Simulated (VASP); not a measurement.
Band structure of BaZrO$_{3}$ (cubic perovskite). Method: r2SCAN meta-GGA, VASP's PBE PAW potentials (set 64) (plane waves; VASP).

Unless said otherwise, spin-orbit coupling is left out, though it shifts the bands of the heavy elements here.

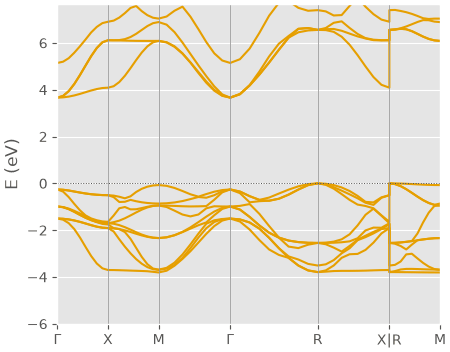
Fig. 1. Bands along high-symmetry lines, zero at the valence-band maximum or, without a gap, the Fermi level

Q: Read the plot: is there a gap, and where are the band edges?

A: The gap is indirect, 3.66 eV, from the valence maximum at R to the conduction minimum at Γ.

The compound is BaZrO3 in the cubic perovskite structure. It was relaxed first.
